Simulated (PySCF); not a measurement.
SMILES c1c(C=Cc2sccc2)ccnc1, GFN2-xTB optimised geometry. Atoms within 1.6 Å of the plane z = 1.2 Å (x, y, z in Å): C1 (0.48, 0.05, 0.00), C2 (-0.86, -0.01, 0.00), C3 (-1.72, 1.13, 0.00), C4 (-3.09, 1.13, 0.00), C5 (-3.65, 2.42, 0.00), C6 (-2.71, 3.40, 0.00), S7 (-1.11, 2.76, 0.00), C8 (1.39, -1.08, 0.00), C9 (0.97, -2.42, 0.00), C10 (1.93, -3.42, 0.00), N11 (3.23, -3.19, 0.00), C12 (3.64, -1.93, 0.00), C13 (2.77, -0.85, 0.00), H14 (0.96, 1.02, 0.00), H15 (-1.37, -0.96, 0.00), H16 (-3.68, 0.23, 0.00), H17 (-4.71, 2.62, 0.00), H18 (-2.85, 4.46, 0.00), H19 (-0.07, -2.68, 0.00), H20 (1.64, -4.46, 0.00), H21 (4.71, -1.79, 0.00), H22 (3.15, 0.16, 0.00).

Computed with PBE0/def2-SVP (PySCF 2.14.0).

Map of the electrostatic potential (hartree/e) on the plane z = 1.2 Å:

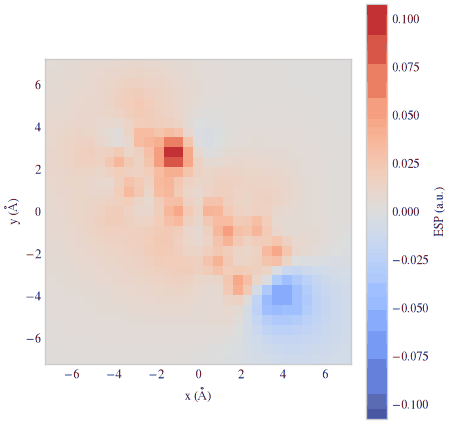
Electrostatic potential (hartree/e) on the plane z = 1.2 Å.
